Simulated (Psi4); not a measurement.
# HF/6-31G(d) (spherical functions) run of AlSiNH6O (SMILES O[SiH2][NH][AlH2])

What is the vertical singlet–triplet gap of AlSiNH6O at HF/6-31G* (spherical functions)? 

Program for the calculation: Psi4 1.11.

3 further runs of the same task are left out: 3 set aside as unsound or not needed.

### 1 The structure to begin with

AlSiNH6O has 10 atoms, charge 0, and is taken as a singlet. SMILES: `O[SiH2][NH][AlH2]`. The coordinates come from a PBE0-D4/def2-TZVP relaxation. This is one conformer, not always the lowest.

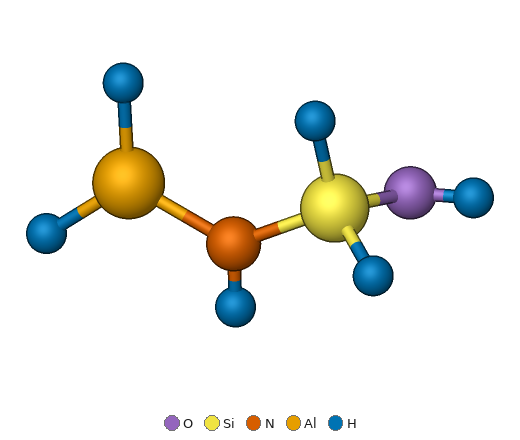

The structure, seen from a chosen angle (oxygen purple, silicon yellow, nitrogen orange, aluminium amber, hydrogen blue).

### 2 Energy and forces at HF/6-31G(d) (spherical functions)

File run.py:

```python
import psi4

psi4.set_memory('2200 MB')
psi4.set_num_threads(1)
psi4.core.set_output_file('run.log', False)

molecule = psi4.geometry("""
O
Si 1 1.649713
N 2 1.710599 1 109.55935
Al 3 1.784819 2 128.78127 1 -108.97112
H 1 0.958065 2 117.09347 3 -154.70439
H 2 1.485803 1 111.28787 5 87.74533
H 2 1.491382 6 109.68107 3 -121.50782
H 3 1.012732 2 114.66012 6 -172.29269
H 4 1.579797 3 118.34447 8 -178.30513
H 4 1.58314 9 124.3184 3 179.37586
symmetry c1
""")

psi4.set_options({
    'basis': '6-31G*',
    'reference': 'rhf',
    'puream': True,
    'e_convergence': 1e-09,
    'd_convergence': 1e-08,
    'scf_type': 'pk',
})

e, wfn = psi4.gradient("hf", return_wfn=True)
print('gradient / Eh bohr^-1')
print(e.np.round(6))
print(f'energy = {wfn.energy():.10f} Eh')
```

On the command line:

```sh
$ python run.py
```

run.log:

```text
[...]
  Running in c1 symmetry.
[...]
  Nuclear repulsion =  207.762865747982545
[...]
  Multiplicity = 1
[...]
  Nalpha       = 24
  Nbeta        = 24
[...]
    Number of basis functions: 76
[...]
   @RHF iter   1:  -663.53983045948166   -1.00493e+00   7.95546e-03 DIIS/ADIIS
[...]
   @RHF iter  11:  -663.70995895885676   -7.16227e-12   6.84268e-09 DIIS
[...]
    Orbital Energies [Eh]
    ---------------------
    Doubly Occupied:
       1A    -68.786964     2A    -58.455199     3A    -20.551169
       4A    -15.527396     5A     -6.140909     6A     -4.882985
       7A     -4.247710     8A     -4.247267     9A     -4.246906
      10A     -3.198053    11A     -3.195596    12A     -3.194869
      13A     -1.332672    14A     -1.106652    15A     -0.741417
      16A     -0.652909    17A     -0.618543    18A     -0.570213
      19A     -0.536075    20A     -0.509554    21A     -0.470076
      22A     -0.449250    23A     -0.425889    24A     -0.408261
[...]
  @RHF Final Energy:  -663.70995895885676
   => Energetics <=
    Nuclear Repulsion Energy =            207.7628657479825449
    One-Electron Energy =               -1333.9525760087267372
    Two-Electron Energy =                 462.4797513018875179
    Total Energy =                       -663.7099589588567596
[...]
 Multipole Moments:
 ------------------------------------------------------------------------------------
     Multipole            Electronic (a.u.)      Nuclear  (a.u.)        Total (a.u.)
 ------------------------------------------------------------------------------------
 L = 1.  Multiply by 2.5417464519 to convert [e a0] to [Debye]
 Dipole X            :         -0.3244095            0.8328509            0.5084414
 Dipole Y            :         -1.6931488            1.9409121            0.2477633
 Dipole Z            :         -0.1656913            0.1449328           -0.0207585
 Magnitude           :                                                    0.5659773
[...]
  -Total Gradient:
     Atom            X                  Y                   Z
    ------   -----------------  -----------------  -----------------
       1       -0.005880220096    -0.012007430841     0.006659038227
       2        0.001113561935    -0.003514101998    -0.003355292356
       3       -0.009098017046     0.003665700183     0.000751393886
       4        0.002028517267     0.002620300850    -0.001461973481
       5        0.005119976525     0.009932441818    -0.004667344384
       6       -0.005146288083     0.000838023938     0.002245983277
       7        0.004021004529     0.001702634824     0.001698063504
       8        0.007325696801    -0.004038338466    -0.001383784601
       9       -0.000231494661     0.001141086726    -0.000313705069
      10        0.000747262830    -0.000340317032    -0.000172379004
[...]
```

Standard output:

```text
gradient / Eh bohr^-1
[[-0.00588  -0.012007  0.006659]
 [ 0.001114 -0.003514 -0.003355]
 [-0.009098  0.003666  0.000751]
 [ 0.002029  0.00262  -0.001462]
 [ 0.00512   0.009932 -0.004667]
 [-0.005146  0.000838  0.002246]
 [ 0.004021  0.001703  0.001698]
 [ 0.007326 -0.004038 -0.001384]
 [-0.000231  0.001141 -0.000314]
 [ 0.000747 -0.00034  -0.000172]]
energy = -663.7099589589 Eh
```

It took 4.5 s on 1 thread of Intel Xeon 6975P-C (Granite Rapids), shared host; peak memory 0.25 GiB.

### 3 The triplet at the same level

File job.json:

```json
{
  "schema_name": "qcschema_input",
  "schema_version": 1,
  "molecule": {
    "schema_name": "qcschema_molecule",
    "schema_version": 2,
    "symbols": ["O", "Si", "N", "Al", "H", "H", "H", "H", "H", "H"],
    "geometry": [-3.43438826, -1.31109199, -1.99649565, -1.08961608, 0.7065686, -1.60929077, 1.31014712, -0.7224423, 0.01814137, 2.33059923, -0.17914604, 3.18664516, -4.53496475, -1.03538094, -3.40736518, -1.89010407, 2.91735919, -0.07464418, -0.26985289, 1.57092933, -4.1634446, 2.19094847, -2.13123312, -0.93163498, 0.96073676, 1.94755174, 4.77193641, 4.58334174, -1.85986845, 4.21163261],
    "molecular_charge": 0,
    "molecular_multiplicity": 3,
    "fix_symmetry": "c1",
    "fix_com": true,
    "fix_orientation": true
  },
  "driver": "gradient",
  "model": {
    "method": "scf",
    "basis": "6-31G*"
  },
  "keywords": {
    "reference": "uhf",
    "puream": true,
    "e_convergence": 1e-09,
    "d_convergence": 1e-08,
    "scf_type": "pk",
    "maxiter": 100,
    "scf_properties": ["DIPOLE", "MAYER_INDICES", "MULLIKEN_CHARGES"]
  }
}
```

On the command line:

```sh
$ psi4 --qcschema job.json -n 1 --memory 2200MB
```

stdout, cut to the lines that bear on the results:

```text
[...]
  Running in c1 symmetry.
[...]
  Nuclear repulsion =  207.762866481954291
[...]
  Multiplicity = 3
[...]
  Nalpha       = 25
  Nbeta        = 23
[...]
    Number of basis functions: 76
[...]
   @UHF iter   1:  -663.25673529214578   -7.21834e-01   8.28911e-03 DIIS/ADIIS
[...]
   @UHF iter  27:  -663.47890242959306   -2.50111e-12   4.98185e-09 DIIS
[...]
   @S^2 Observed:                2.046283077E+00
[...]
  @UHF Final Energy:  -663.47890242959306
   => Energetics <=
    Nuclear Repulsion Energy =            207.7628664819542905
    One-Electron Energy =               -1333.5556895239565165
    Two-Electron Energy =                 462.3139206124092198
    Total Energy =                       -663.4789024295930631
  UHF NO Occupations:
  HONO-2 :   23  A 1.9778156
  HONO-1 :   24  A 1.0000000
[...]
 Multipole Moments:
[...]
  Mulliken Charges: (a.u.)
   Center  Symbol    Alpha    Beta     Spin     Total
       1     O     4.44518  4.44493  0.00024 -0.89011
       2    SI     6.40035  6.42570 -0.02535  1.17395
       3     N     4.05587  4.03633  0.01954 -1.09220
       4    AL     6.92172  5.90378  1.01794  0.17451
       5     H     0.26518  0.26543 -0.00025  0.46938
       6     H     0.60936  0.60967 -0.00031 -0.21903
       7     H     0.59946  0.59800  0.00146 -0.19746
       8     H     0.30678  0.31055 -0.00377  0.38267
       9     H     0.70647  0.17219  0.53428  0.12134
      10     H     0.68963  0.23342  0.45621  0.07695
[...]
  -Total Gradient:
     Atom            X                  Y                   Z
    ------   -----------------  -----------------  -----------------
       1        0.010192778860    -0.003870142871     0.012207014109
       2       -0.009311337043     0.004895929287    -0.000556118980
       3        0.005946097786     0.000913686480     0.020643025383
       4        0.000350631274     0.013678610076     0.028209154139
       5       -0.006594183306     0.002327441496    -0.009843729429
       6       -0.000389930643     0.002022623710     0.002163846405
       7        0.003195598346    -0.000056985938    -0.004154699431
       8        0.004628917571    -0.005725738656    -0.004433869328
       9        0.005352601693    -0.017315461963    -0.024645583849
      10       -0.013371174539     0.003130038378    -0.019589039021
[...]
```

Wall time 4.8 s (1 thread of Intel Xeon 6975P-C (Granite Rapids), shared host); peak memory 0.25 GiB.

### 4 What came out

At HF/6-31G* (spherical functions):

| quantity | value |
| --- | --- |
| singlet: total energy | -663.70996 Eh |
| singlet: dipole moment | 1.44 D |
| singlet: HOMO energy | -11.11 eV |
| singlet: LUMO energy | 1.85 eV |
| singlet: HOMO–LUMO gap | 12.96 eV |
| singlet: largest force on an atom | 0.768 eV/Å |
| triplet: total energy | -663.47890 Eh |
| triplet: dipole moment | 0.63 D |
| triplet: HOMO energy (highest over α and β) | -4.69 eV |
| triplet: LUMO energy (lowest over α and β) | -3.59 eV |
| triplet: ⟨S²⟩ | 2.046 |
| triplet: largest force on an atom | 1.612 eV/Å |
| vertical energy of the triplet above the singlet | 6.287 eV |

**Reading.** At this shape the triplet lies 6.29 eV (145 kcal/mol) above the singlet. The largest force (singlet) is 0.77 eV/Å: the shape isn't a stationary point for this species at this level. Mulliken charges (triplet) run from -1.09 on N3 to +1.17 on Si2.
